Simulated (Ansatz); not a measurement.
**Run report: PtC18, nudged elastic band (part 2 of 2)**

Continued. System: PtC18 (slab, 19 atoms in the cell). Method: DFT PBEsol, scalar-relativistic, plane waves, PAW, no spin polarisation (Ansatz 0.2.0); cutoff 420 eV, 2×2×1 k-mesh, Gaussian smearing of 0.02 eV. It belongs to a series of runs on one base structure; here: band between the two ends.

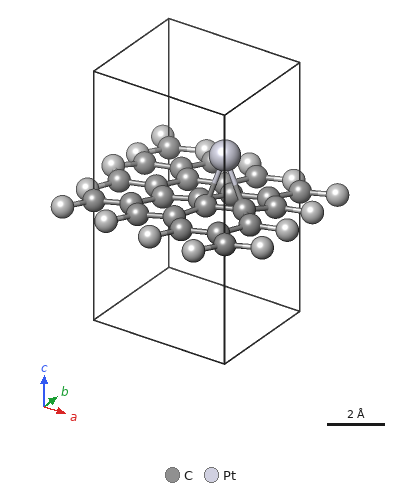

*The structure as given in the input (ball-and-stick view of the cell of the calculation, with the vacuum cut short, seen slightly off an axis; neighbours outside the cell are drawn fainter).*

Output, continued:
```
  k-point 2: bands = ["-97.5139", "-52.3074", "-51.6491", "-51.4792", "-19.4388", "-19.2459", "-18.0816", "-17.9826", "-15.6866", "-15.5532", "-15.5242", "-15.4507", "-14.6869", "-13.7663", "-11.9978", "-11.9217", "-11.8247", "-11.7933", "-8.6888", "-8.6870", "-8.5222", "-8.4457", "-8.2768", "-8.1869", "-7.8141", "-7.3322", "-6.9972", "-6.9240", "-6.8785", "-6.1735", "-5.9387", "-5.8770", "-5.7483", "-4.7376", "-4.5483", "-4.1255", "-3.8254", "-3.4207", "-3.1012", "-2.8760", "-2.0207", "-1.9193", "-1.8448", "-1.5000", "-1.2655", "-0.0064", "1.3273", "2.0358", "2.0990", "2.1592", "2.2508", "3.3209", "4.1756", "4.3566", "4.6130", "4.9013", "5.2973", "5.2997", "5.8064", "5.9822", "6.2173", "6.2611", "6.8536", "6.9156"]
  k-point 3: bands = ["-97.5139", "-52.3074", "-51.6491", "-51.4792", "-19.4454", "-19.2370", "-18.0801", "-17.9856", "-15.7152", "-15.5450", "-15.5091", "-15.4464", "-14.7292", "-13.6857", "-11.9895", "-11.9594", "-11.8060", "-11.8058", "-8.8424", "-8.6296", "-8.5227", "-8.4352", "-8.2949", "-8.2699", "-7.8000", "-7.3060", "-6.9333", "-6.8758", "-6.8222", "-6.0995", "-5.9993", "-5.8577", "-5.6629", "-4.8099", "-4.6324", "-4.1438", "-3.6999", "-3.4615", "-3.1139", "-2.9093", "-2.1433", "-1.9213", "-1.7932", "-1.4336", "-1.3625", "0.0720", "1.3308", "2.0645", "2.1372", "2.1834", "2.2372", "3.2553", "4.1722", "4.4252", "4.5811", "4.8781", "5.2881", "5.2980", "5.8433", "5.9529", "6.2608", "6.2620", "6.8479", "6.9254"]
this run last wrote the band of iteration 8 to [file]
--- NEB band (7 images, 8 band iterations, 342 SCF iterations) ---
  forward barrier  = 0.174544 eV
  backward barrier = 0.174544 eV
  lagrangian_above_aufbau_ev (what the smearing adds, to first order; not taken off the barriers): saddle image -0.000000 eV, end points -0.000000 and -0.000000 eV
  climbing image's point = of an order that was not read
  energies are F+E_penalty+E_count in eV, relative to image 0
  image     s (Å)  Δ vs image 0  max|band force component| (eV/Å)
      0    0.0000      0.000000                                 —
      1    0.4776      0.141383                          1.473e-2
      2    0.9553      0.077755                          1.822e-2
      3    1.4329      0.020017                          3.042e-2
  *   4    1.9106      0.174544                          6.421e-3
      5    2.2328      0.075724                          1.260e-2
      6    2.5550     -0.000000                                 —
  climbing-image geometry (image 4):
  cell:  # Å, volume = 568.7750 Å³
    - [7.398, 0.0, 0.0]
    - [-3.699, 6.406856, 0.0]
    - [0.0, 0.0, 12.0]
  atoms:
    - { symbol: C, position: [0.0013803563794478645, -0.00282618486109669, 0.07907938990185778] }
    - { symbol: C, position: [0.22362355196952632, 0.10781786383284074, 0.08094997524933337] }
    - { symbol: C, position: [0.0024030899032846664, 0.3288540123896191, 0.08247593989534371] }
    - { symbol: C, position: [0.2237309988029758, 0.44098363014633585, 0.07827344914325358] }
    - { symbol: C, position: [-0.00011819405126284321, 0.6648099795099792, 0.09156481949453478] }
    - { symbol: C, position: [0.22595960972857557, 0.775654369177995, 0.09302083501189293] }
    - { symbol: C, position: [0.33596701514364447, -0.002026567630972271, 0.08636803600460274] }
    - { symbol: C, position: [0.5566308808107941, 0.1080808342558624, 0.08527489710158254] }
    - { symbol: C, position: [0.3352256263003007, 0.32949038025639193, 0.07831497589569708] }
    - { symbol: C, position: [0.556905509946934, 0.4411047698961063, 0.08094385983475902] }
    - { symbol: C, position: [0.33586755002326213, 0.6623209677902288, 0.08248699552187885] }
    - { symbol: C, position: [0.5564468814391234, 0.7747211552655644, 0.08054261965221154] }
    - { symbol: C, position: [0.6682587041484535, -0.0035206093420125885, 0.0831331287997031] }
    - { symbol: C, position: [0.8900114202515718, 0.10827206477438721, 0.08054328019059134] }
    - { symbol: C, position: [0.6667351580549857, 0.32875264075477034, 0.08632271830555988] }
    - { symbol: C, position: [0.889035138233598, 0.4387330818965655, 0.09299596199687968] }
    - { symbol: C, position: [0.6675531551445859, 0.663343758405815, 0.07907368308244997] }
    - { symbol: C, position: [0.8876788967962934, 0.7770432123517024, 0.08127487851425712] }
    - { symbol: Pt, position: [1.0314375609739057, 0.6329160211299177, 0.2548599764036109] }
```

The last band as extended XYZ (Å, eV, eV/Å):
```
19
Lattice="7.3980 0.0000 0.0000 -3.6990 6.4069 0.0000 0.0000 0.0000 12.0000" Properties=species:S:1:pos:R:3:forces:R:3 image=0 energy=-16819.70872
C     0.0325   -0.0100    0.9422    0.0003  -0.0002   0.0023
C     1.2601    0.6988    0.9671   -0.0014  -0.0011  -0.0006
C    -1.1814    2.1186    1.0234   -0.0003   0.0006   0.0016
C     0.0250    2.8336    0.9699   -0.0010   0.0016  -0.0018
C    -2.4300    4.2814    1.0235   -0.0017   0.0002   0.0007
C    -1.2077    4.9687    0.9700    0.0025  -0.0018  -0.0022
C     2.4975   -0.0102    0.9700   -0.0018   0.0024  -0.0012
C     3.7199    0.6771    1.0236    0.0008  -0.0009   0.0005
C     1.2647    2.1249    0.9699    0.0028  -0.0016  -0.0011
C     2.4712    2.8398    1.0235   -0.0003   0.0009   0.0011
C     0.0297    4.2597    0.9671    0.0023   0.0007  -0.0001
C     1.2574    4.9684    0.9422   -0.0014   0.0007   0.0024
C     4.9642   -0.0139    0.9589    0.0019   0.0000   0.0001
C     6.1929    0.6955    0.9589   -0.0018  -0.0012  -0.0008
C     3.7108    2.1137    1.1797   -0.0030  -0.0002  -0.0020
C     4.9770    2.8448    1.1795    0.0023  -0.0002  -0.0013
C     2.4950    4.2629    0.9589    0.0017   0.0005  -0.0009
C     3.7237    4.9723    0.9588   -0.0016  -0.0003   0.0005
Pt    4.3442    2.4793    3.1030   -0.0003  -0.0001   0.0025
19
Lattice="7.3980 0.0000 0.0000 -3.6990 6.4069 0.0000 0.0000 0.0000 12.0000" Properties=species:S:1:pos:R:3:forces:R:3 image=1 energy=-16819.56734
C     0.0299   -0.0169    0.9620    0.0041   0.0162  -0.0099
C     1.2575    0.6952    0.9954    0.0160   0.0288  -0.0012
C    -1.1767    2.1076    0.9836    0.0113   0.0156  -0.0028
C     0.0286    2.8292    0.9474    0.0070   0.0125   0.0048
C    -2.4337    4.2768    1.0622    0.0190   0.0181  -0.0723
C    -1.2035    4.9713    1.0040    0.0021   0.0092  -0.0328
C     2.4977   -0.0135    1.0171    0.0111   0.0193  -0.0046
C     3.7196    0.6840    1.0559    0.0107   0.0055   0.0219
C     1.2670    2.1184    0.9701    0.0090   0.0070   0.0042
C     2.4774    2.8357    1.0044    0.0028   0.0173   0.0249
C     0.0269    4.2554    0.9620    0.0099   0.0203  -0.0025
C     1.2538    4.9675    0.9403    0.0061   0.0121  -0.0005
C     4.9598   -0.0164    0.9772    0.0112   0.0189   0.0036
C     6.1921    0.6899    0.9559    0.0023   0.0169   0.0020
C     3.7150    2.1178    1.1620    0.0064   0.0141   0.0694
C     4.9798    2.8324    1.1077    0.0159   0.0310   0.0193
C     2.4917    4.2577    0.9418    0.0073   0.0183   0.0004
C     3.7148    4.9717    0.9742    0.0129   0.0134  -0.0238
Pt    4.5545    2.8972    3.0667   -0.1650  -0.2946   0.0002
19
Lattice="7.3980 0.0000 0.0000 -3.6990 6.4069 0.0000 0.0000 0.0000 12.0000" Properties=species:S:1:pos:R:3:forces:R:3 image=2 energy=-16819.63097
C     0.0303   -0.0216    0.9707   -0.0177  -0.0298   0.0101
C     1.2595    0.6979    0.9892    0.0046  -0.0007  -0.0051
C    -1.1842    2.1001    0.9945   -0.0290  -0.0328   0.0125
C     0.0315    2.8349    0.9562   -0.0021  -0.0071   0.0088
C    -2.4424    4.2670    1.1752   -0.0191  -0.0401   0.1079
C    -1.1962    4.9808    1.0483   -0.0032  -0.0054   0.0401
C     2.4920   -0.0215    1.0056   -0.0249  -0.0295  -0.0130
C     3.7239    0.6947    0.9923    0.0096   0.0004  -0.0576
C     1.2611    2.1166    0.9568   -0.0217  -0.0267  -0.0143
C     2.4854    2.8368    0.9668    0.0045   0.0019  -0.0304
C     0.0279    4.2542    0.9710   -0.0076  -0.0251   0.0098
C     1.2579    4.9726    0.9413   -0.0048  -0.0116  -0.0008
C     4.9587   -0.0166    0.9642   -0.0114  -0.0114  -0.0112
C     6.1939    0.6966    0.9540   -0.0115   0.0031  -0.0040
C     3.7084    2.1017    1.0398   -0.0164  -0.0427  -0.1153
C     4.9640    2.8102    1.1273   -0.0311  -0.0356   0.0157
C     2.4894    4.2545    0.9463   -0.0106  -0.0338   0.0039
C     3.7130    4.9810    1.0116   -0.0071  -0.0068   0.0362
Pt    4.7838    3.2773    3.0788    0.1999   0.3337   0.0066
19
Lattice="7.3980 0.0000 0.0000 -3.6990 6.4069 0.0000 0.0000 0.0000 12.0000" Properties=species:S:1:pos:R:3:forces:R:3 image=3 energy=-16819.68871
C     0.0223   -0.0225    0.9589    0.0107   0.0113   0.0076
C     1.2563    0.6928    0.9603    0.0069   0.0099  -0.0014
C    -1.1953    2.0993    1.0255    0.0066   0.0133   0.0089
C     0.0266    2.8290    0.9523    0.0066   0.0035   0.0077
C    -2.4432    4.2736    1.1511    0.0180   0.0139   0.0296
C    -1.1918    4.9821    1.0148   -0.0002   0.0155  -0.0420
C     2.4903   -0.0213    0.9703    0.0062   0.0042  -0.0177
C     3.7236    0.6972    0.9888    0.0022   0.0088  -0.0137
C     1.2570    2.1101    0.9414    0.0085   0.0158   0.0020
C     2.4877    2.8290    0.9691   -0.0011   0.0098  -0.0014
C     0.0287    4.2473    0.9552    0.0019   0.0142  -0.0071
C     1.2563    4.9667    0.9480    0.0068   0.0179  -0.0087
C     4.9553   -0.0223    0.9806    0.0108   0.0096  -0.0100
C     6.1866    0.6966    0.9747    0.0075   0.0108  -0.0007
C     3.7093    2.0997    1.0449    0.0055   0.0119   0.0051
C     4.9572    2.8131    1.1926    0.0145  -0.0004  -0.0103
C     2.4857    4.2479    0.9605    0.0076   0.0031   0.0008
C     3.7044    4.9819    1.0083    0.0110   0.0174   0.0121
Pt    5.0462    3.6728    3.0929   -0.1300  -0.1906   0.0391
19
Lattice="7.3980 0.0000 0.0000 -3.6990 6.4069 0.0000 0.0000 0.0000 12.0000" Properties=species:S:1:pos:R:3:forces:R:3 image=4 energy=-16819.53418
C     0.0207   -0.0181    0.9490   -0.0019  -0.0011  -0.0008
C     1.2555    0.6908    0.9714    0.0047  -0.0012   0.0009
C    -1.1987    2.1069    0.9897   -0.0022  -0.0049  -0.0012
C     0.0240    2.8253    0.9393    0.0038  -0.0002   0.0013
C    -2.4600    4.2593    1.0988   -0.0048   0.0064  -0.0050
C    -1.1975    4.9695    1.1162    0.0018  -0.0016   0.0025
C     2.4930   -0.0130    1.0364   -0.0037   0.0015   0.0002
C     3.7182    0.6925    1.0233    0.0014   0.0014  -0.0004
C     1.2612    2.1110    0.9398   -0.0006   0.0013  -0.0016
C     2.4883    2.8261    0.9713    0.0017  -0.0045  -0.0016
C     0.0348    4.2434    0.9898    0.0001   0.0024  -0.0016
C     1.2509    4.9635    0.9665    0.0037  -0.0017   0.0021
C     4.9568   -0.0226    0.9976   -0.0027  -0.0021  -0.0013
C     6.1838    0.6937    0.9665    0.0008   0.0014   0.0009
C     3.7165    2.1063    1.0359   -0.0057  -0.0039   0.0040
C     4.9542    2.8109    1.1160    0.0066   0.0043   0.0053
C     2.4848    4.2499    0.9489   -0.0050   0.0041  -0.0008
C     3.6928    4.9784    0.9753    0.0011  -0.0005  -0.0005
Pt    5.2894    4.0550    3.0583    0.0010  -0.0010  -0.0024
19
Lattice="7.3980 0.0000 0.0000 -3.6990 6.4069 0.0000 0.0000 0.0000 12.0000" Properties=species:S:1:pos:R:3:forces:R:3 image=5 energy=-16819.63300
C     0.0265   -0.0098    0.9559   -0.0108  -0.0162   0.0088
C     1.2572    0.6966    0.9735   -0.0057  -0.0133   0.0031
C    -1.1987    2.1163    0.9653   -0.0148  -0.0065  -0.0320
C     0.0268    2.8284    0.9453   -0.0117  -0.0174   0.0091
C    -2.4613    4.2492    1.1244   -0.0164  -0.0435   0.0338
C    -1.1954    4.9702    1.1790   -0.0215  -0.0279   0.0815
C     2.4986    0.0002    1.0537   -0.0033  -0.0114   0.0244
C     3.7203    0.6928    1.0091   -0.0131  -0.0280  -0.0212
C     1.2647    2.1211    0.9416   -0.0141  -0.0130   0.0026
C     2.4914    2.8315    0.9634   -0.0073  -0.0100  -0.0124
C     0.0444    4.2513    1.0128    0.0026  -0.0112   0.0321
C     1.2523    4.9676    0.9712   -0.0151  -0.0243   0.0087
C     4.9597   -0.0148    0.9910   -0.0012  -0.0020  -0.0099
C     6.1876    0.6957    0.9565   -0.0130  -0.0252  -0.0137
C     3.7248    2.1181    0.9919   -0.0064  -0.0067  -0.0593
C     4.9509    2.8079    1.0362   -0.0163  -0.0377  -0.1050
C     2.4916    4.2580    0.9514   -0.0029  -0.0219   0.0018
C     3.6971    4.9764    0.9912   -0.0080  -0.0220   0.0246
Pt    5.4357    4.3280    3.0766    0.1789   0.3381   0.0230
19
Lattice="7.3980 0.0000 0.0000 -3.6990 6.4069 0.0000 0.0000 0.0000 12.0000" Properties=species:S:1:pos:R:3:forces:R:3 image=6 energy=-16819.70872
C     0.0290   -0.0083    0.9589    0.0018   0.0005  -0.0009
C     1.2577    0.7011    0.9588   -0.0017  -0.0003   0.0005
C    -1.2008    2.1217    0.9589    0.0019   0.0000   0.0001
C     0.0279    2.8311    0.9589   -0.0018  -0.0013  -0.0008
C    -2.4542    4.2493    1.1797   -0.0030  -0.0002  -0.0020
C    -1.1880    4.9804    1.1795    0.0023  -0.0002  -0.0013
C     2.5020    0.0101    1.0235   -0.0017   0.0002   0.0007
C     3.7243    0.6974    0.9700    0.0025  -0.0018  -0.0022
C     1.2655    2.1256    0.9422    0.0003  -0.0002   0.0023
C     2.4931    2.8344    0.9671   -0.0015  -0.0011  -0.0006
C     0.0516    4.2542    1.0234   -0.0003   0.0006   0.0016
C     1.2580    4.9692    0.9699   -0.0009   0.0016  -0.0018
C     4.9617   -0.0116    0.9671    0.0023   0.0007  -0.0001
C     6.1894    0.6972    0.9422   -0.0014   0.0007   0.0024
C     3.7305    2.1254    0.9700   -0.0018   0.0023  -0.0012
C     4.9529    2.8127    1.0236    0.0008  -0.0009   0.0005
C     2.4977    4.2605    0.9699    0.0028  -0.0015  -0.0011
C     3.7042    4.9754    1.0235   -0.0003   0.0009   0.0011
Pt    5.5772    4.6149    3.1030   -0.0003  -0.0001   0.0025
```

The run was set up as follows.

Input file:
```yaml
crystal:
  lattice:
    - [7.398, 0.0, 0.0]
    - [-3.699, 6.406856, 0.0]
    - [0.0, 0.0, 12.0]
  atoms:
    - { symbol: C, position: [0.00360544, -0.00156397, 0.07851269] }
    - { symbol: C, position: [0.22485749, 0.10906377, 0.08059141] }
    - { symbol: C, position: [0.00564717, 0.33067006, 0.08528455] }
    - { symbol: C, position: [0.22452155, 0.44227106, 0.08082426] }
    - { symbol: C, position: [0.0056515, 0.6682462, 0.08529135] }
    - { symbol: C, position: [0.22452252, 0.77552587, 0.08083252] }
    - { symbol: C, position: [0.33679168, -0.00159635, 0.08083227] }
    - { symbol: C, position: [0.55566578, 0.10568232, 0.08529845] }
    - { symbol: C, position: [0.33678423, 0.33165562, 0.08082648] }
    - { symbol: C, position: [0.55566191, 0.44324775, 0.08529438] }
    - { symbol: C, position: [0.33645212, 0.6648632, 0.0805884] }
    - { symbol: C, position: [0.55770716, 0.77548514, 0.07851392] }
    - { symbol: C, position: [0.66993324, -0.00216814, 0.07990642] }
    - { symbol: C, position: [0.89137993, 0.10855336, 0.07990583] }
    - { symbol: C, position: [0.66655603, 0.32990972, 0.09830655] }
    - { symbol: C, position: [0.8947631, 0.44401777, 0.09829483] }
    - { symbol: C, position: [0.66993192, 0.66536784, 0.07990831] }
    - { symbol: C, position: [0.89137888, 0.77609156, 0.07990216] }
    - { symbol: Pt, position: [0.78069908, 0.38698042, 0.25858464] }
basis:
  ecutwfc: 420.0
kpoints:
  mp_grid: { grid: [2, 2, 1] }
hamiltonian:
  xc: pbesol
scf:
  occupations: { method: gaussian, width: 0.02 }
  lower_state_search: "off"
neb:
  images: 5
  f_tol: 0.05
  initial_path: idpp
  max_iterations: 22
  final_atoms:
    - { symbol: C, position: [0.00326525, -0.00129883, 0.07990831] }
    - { symbol: C, position: [0.22471221, 0.10942489, 0.07990216] }
    - { symbol: C, position: [0.00326657, 0.33116519, 0.07990642] }
    - { symbol: C, position: [0.22471326, 0.44188669, 0.07990583] }
    - { symbol: C, position: [-0.00011064, 0.66324305, 0.09830655] }
    - { symbol: C, position: [0.22809643, 0.7773511, 0.09829483] }
    - { symbol: C, position: [0.33898483, 0.00157953, 0.08529135] }
    - { symbol: C, position: [0.55785585, 0.1088592, 0.08083252] }
    - { symbol: C, position: [0.33693877, 0.33176936, 0.07851269] }
    - { symbol: C, position: [0.55819082, 0.4423971, 0.08059141] }
    - { symbol: C, position: [0.3389805, 0.66400339, 0.08528455] }
    - { symbol: C, position: [0.55785488, 0.77560439, 0.08082426] }
    - { symbol: C, position: [0.66978545, -0.00180347, 0.0805884] }
    - { symbol: C, position: [0.89104049, 0.10881847, 0.07851392] }
    - { symbol: C, position: [0.67012501, 0.33173698, 0.08083227] }
    - { symbol: C, position: [0.88899911, 0.43901565, 0.08529845] }
    - { symbol: C, position: [0.67011756, 0.66498895, 0.08082648] }
    - { symbol: C, position: [0.88899524, 0.77658108, 0.08529438] }
    - { symbol: Pt, position: [1.11403241, 0.72031375, 0.25858464] }
  order_check: false
```

Launch command:
```bash
ansatz run input.yaml --threads 1 --pin off --max-ram 3072MiB --backend cpu --events-out ev --progress --plain --runs-dir out
```

Key numbers:

| quantity | value |
| --- | --- |
| outcome | converged |
| barrier, forward | 0.174 eV |
| barrier, backward | 0.174 eV |
| electrons treated | 90 |
| hardware | 1 thread of Arm Neoverse V1, 24 GiB of memory available, shared host |
| wall time | 6.1 min |
| peak memory | 1 GiB |

Spin–orbit coupling is left out, which matters for Pt. The k-point mesh is coarse for a cell of this size, so the results may not be converged. The order of the saddle point was not checked.
